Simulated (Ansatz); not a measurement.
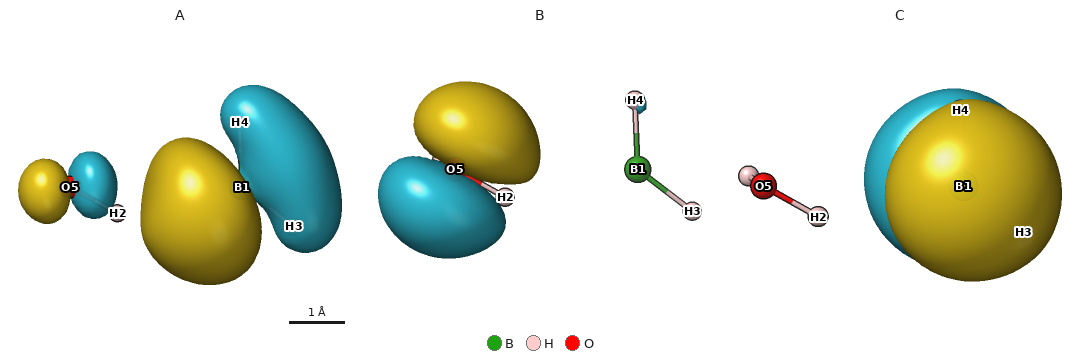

Figure. BH$_{2}$···H$_{2}$O (doublet). Three frontier orbitals at ±0.1 Å⁻³ᐟ² (yellow and cyan are the two phases), in no order.

Not at a stationary point (largest force 0.8 eV/Å).

Level of theory: UKS PBE0/def2-SVP (Ansatz).

```xyz
6

B     0.1555   -0.0317   -0.2825
H     0.2145    0.1548    2.0991
H     1.0298   -0.0491   -1.1096
H    -1.0398   -0.0095   -0.4132
O    -0.3956    0.0464    2.8648
H    -0.4788   -0.9120    2.9285
```

> Order the three orbitals by energy and name them. All are α orbitals.

B is the HOMO−1 (α) (−8.21 eV). Its weight (Hirshfeld) is mainly on O5 (about 85 %); largely a lone pair of O5. A is the HOMO (α) (−6.53 eV). It lies mainly on B1 (about 70 %), H3 (about 10 %), H4 (about 5 %) and O5 (about 5 %). C is the LUMO (α) (−2.64 eV). By Hirshfeld shares it lies mainly on B1 (about 80 %), H3 (about 10 %) and H4 (about 10 %).

> What is the gap between the highest occupied and lowest empty α orbitals?

3.89 eV between the orbital energies.
